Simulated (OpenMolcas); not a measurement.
**Multiconfigurational calculation for Pt⁴⁺ complex (part 2 of 2)**

The same run, continued: Pt⁴⁺ with 6 ligands (F; octahedron, 1.889 Å), embedded in Cs2GeF6 by model potentials and point charges, whose field is part of the energies. Method: state-averaged CASSCF, active space 6 electrons in the shell 5d, basis ANO-RCC-VTZP on the metal and ANO-RCC-VDZP on the ligands, DKH2 scalar Hamiltonian, spin-orbit coupling by RASSI with atomic mean-field integrals (OpenMolcas).

Log (extracts), continued:
```
--- RASSI ---
SPIN-FREE ENERGIES:
  (Shifted by EMIN (a.u.) =     -18993.8356535594)

 SF State       Relative EMIN(au)   Rel lowest level(eV)    D:o, cm**(-1)

    51             0.0000000000        0.0000000000              0.0000
     6             0.1300781399        3.5396065071          28548.8518
     7             0.1300781399        3.5396065071          28548.8518
     8             0.1300781404        3.5396065196          28548.8519
    52             0.1551631911        4.2222055242          34054.3842
    53             0.1551631911        4.2222055242          34054.3842
    54             0.1551631911        4.2222055242          34054.3842
     9             0.1563742702        4.2551606653          34320.1853
    10             0.1563742702        4.2551606653          34320.1853
    11             0.1563742702        4.2551606653          34320.1853
    55             0.2014534562        5.4818278063          44213.9230
    56             0.2014534562        5.4818278063          44213.9230
    57             0.2014534566        5.4818278192          44213.9231
     1             0.2191723635        5.9639838365          48102.7737
     2             0.2191723635        5.9639838365          48102.7737
     3             0.2191723635        5.9639838365          48102.7737
    12             0.2871939940        7.8149466976          63031.7960
    13             0.2871939940        7.8149466976          63031.7960
    14             0.2871939945        7.8149467106          63031.7961
    15             0.2882879911        7.8447158759          63271.9006
    16             0.2882879911        7.8447158759          63271.9006
    17             0.2882879911        7.8447158759          63271.9006
    19             0.3022304689        8.2241100247          66331.9208
    18             0.3022304689        8.2241100247          66331.9208
    20             0.3027980688        8.2395552044          66456.4945
    21             0.3027980688        8.2395552044          66456.4945
    22             0.3027980688        8.2395552044          66456.4945
    23             0.3138427019        8.5400949831          68880.5113
    25             0.3138427019        8.5400949831          68880.5113
    24             0.3138427019        8.5400949831          68880.5113
    58             0.3164605838        8.6113311775          69455.0700
    59             0.3164605838        8.6113311775          69455.0700
    60             0.3164605838        8.6113311775          69455.0700
    61             0.3216873362        8.7535583557          70602.2095
    62             0.3216873362        8.7535583557          70602.2095
    63             0.3256928756        8.8625546356          71481.3238
    64             0.3468990187        9.4396031871          76135.5343
    65             0.3468990187        9.4396031871          76135.5343
    66             0.3468990187        9.4396031871          76135.5343
    67             0.3504136178        9.5352402989          76906.8996
Eigenvalues of complex Hamiltonian:
   -----------------------------------
  (Shifted by EMIN (a.u.) =     -18993.8356535594)

 SO State       Relative EMIN(au)   Rel lowest level(eV)    D:o, cm**(-1)

     1            -0.0156687224        0.0000000000              0.0000
     2             0.1045524485        3.2713847167          26385.4972
     3             0.1045524489        3.2713847277          26385.4973
     4             0.1089672280        3.3915169857          27354.4293
     5             0.1089672283        3.3915169937          27354.4293
     6             0.1089672283        3.3915169947          27354.4293
     7             0.1123747406        3.4842401271          28102.2918
     8             0.1123747407        3.4842401292          28102.2919
     9             0.1123747408        3.4842401332          28102.2919
    10             0.1345369721        4.0873051677          32966.3394
    11             0.1395075266        4.2225608472          34057.2500
    12             0.1395075269        4.2225608558          34057.2501
    13             0.1395075269        4.2225608547          34057.2501
    14             0.1500360839        4.5090574851          36368.0013
    15             0.1500360840        4.5090574887          36368.0013
    16             0.1567081878        4.6906146829          37832.3588
    17             0.1567081878        4.6906146838          37832.3588
    18             0.1567081879        4.6906146867          37832.3588
    19             0.1595411537        4.7677036112          38454.1230
    20             0.1595411537        4.7677036108          38454.1230
    21             0.1595411537        4.7677036119          38454.1230
    22             0.1634185773        4.8732136819          39305.1191
    23             0.1933660695        5.6881264607          45877.8339
    24             0.1933660695        5.6881264593          45877.8339
    25             0.1933660699        5.6881264713          45877.8340
    26             0.1978782059        5.8109079474          46868.1334
    27             0.1978782060        5.8109079490          46868.1334
    28             0.1978782059        5.8109079480          46868.1334
    29             0.2134987919        6.2359657462          50296.4557
    30             0.2134987919        6.2359657454          50296.4557
    31             0.2134987919        6.2359657467          50296.4557
    32             0.2140622342        6.2512977924          50420.1170
    33             0.2140622343        6.2512977942          50420.1170
    34             0.2279239436        6.6284941206          53462.4106
    35             0.2279239436        6.6284941212          53462.4106
    36             0.2279239436        6.6284941205          53462.4106
    37             0.2288414589        6.6534609828          53663.7819
    38             0.2288414588        6.6534609823          53663.7819
    39             0.2288414589        6.6534609830          53663.7819
    40             0.2298552518        6.6810476948          53886.2837
    41             0.2646295100        7.6273034640          61518.3512
Weights of the five most important spin-orbit-free states for each spin-orbit state.

 SO State  Total energy (au)           Spin-free states, spin, and weights
 -------------------------------------------------------------------------------------------------------
    1        -0.015669      51 0.0  0.8996    8 1.0  0.0319    7 1.0  0.0319    6 1.0  0.0319    3 2.0  0.0006
    2         0.104552       6 1.0  0.3678    7 1.0  0.3548    9 1.0  0.1317   10 1.0  0.0348   11 1.0  0.0312
    3         0.104552       8 1.0  0.4817    7 1.0  0.1270    6 1.0  0.1141   11 1.0  0.1006   10 1.0  0.0970
    4         0.108967       6 1.0  0.4248    7 1.0  0.4248   56 0.0  0.0262   11 1.0  0.0242   10 1.0  0.0241
    5         0.108967       8 1.0  0.4248    6 1.0  0.4243   55 0.0  0.0263   11 1.0  0.0242    9 1.0  0.0241
    6         0.108967       8 1.0  0.4248    7 1.0  0.4243   57 0.0  0.0334   10 1.0  0.0242    9 1.0  0.0242
    7         0.112375       8 1.0  0.2279    7 1.0  0.2273   52 0.0  0.1654    9 1.0  0.1388   10 1.0  0.1387
    8         0.112375       6 1.0  0.2270    8 1.0  0.2245   53 0.0  0.1456   11 1.0  0.1387    9 1.0  0.1376
    9         0.112375       6 1.0  0.2282    7 1.0  0.2242   54 0.0  0.1471   11 1.0  0.1388   10 1.0  0.1376
   10         0.134537       6 1.0  0.2477    7 1.0  0.2477    8 1.0  0.2477   51 0.0  0.0954    3 2.0  0.0360
   11         0.139508       6 1.0  0.2253    7 1.0  0.2248   54 0.0  0.1967   10 1.0  0.1337   11 1.0  0.1337
   12         0.139508       8 1.0  0.2255    7 1.0  0.2192   52 0.0  0.2108    9 1.0  0.1337   10 1.0  0.1281
```

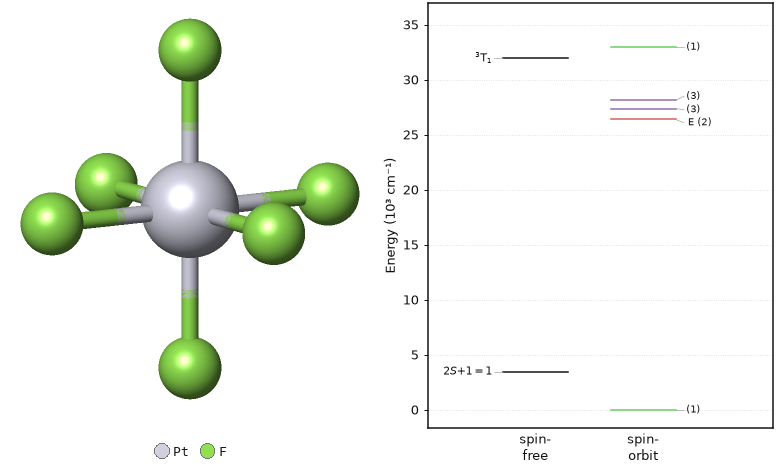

**Figure 1.** Pt⁴⁺ (5d⁶) as a dopant in Cs₂GeF₆, a cluster with its 6 nearest F⁻ at 1.889 Å (octahedron) embedded in model potentials and point charges; the geometry was set, not optimised, and its levels. Labels give the representation in O, Td, D4 or D3 as the site allows (double group for half-integer spin) where it could be assigned and, in brackets, the degeneracy; spin-free states, where drawn, share the zero of the spin-orbit levels. The ground level is non-degenerate, 90 % from states of spin multiplicity 1. The next level lies at 26,400 cm⁻¹ (E). The active orbitals hold 68 to 82 % metal character (Löwdin), and the Mulliken charge of the metal is +1.81.

Summary:

- outcome: converged
- energy of the lowest spin-free term: −18993.83565 hartree
- energy of the lowest spin-orbit level: −18993.85132 hartree
- largest spread among components of a term: 0.0 cm⁻¹
- hardware: 1 thread of Arm Neoverse V2, 24 GiB of memory available, shared host
- wall time: 60 s
- peak memory: 0.59 GiB

Notes:

Without dynamic correlation the splittings between terms come out too large, often by 20 to 50 %. To bear in mind: small active space favours high spin, ground spin may be wrong; covalent bonds, ligand orbitals missing from the active space; the geometry is set by hand, with no relaxation.
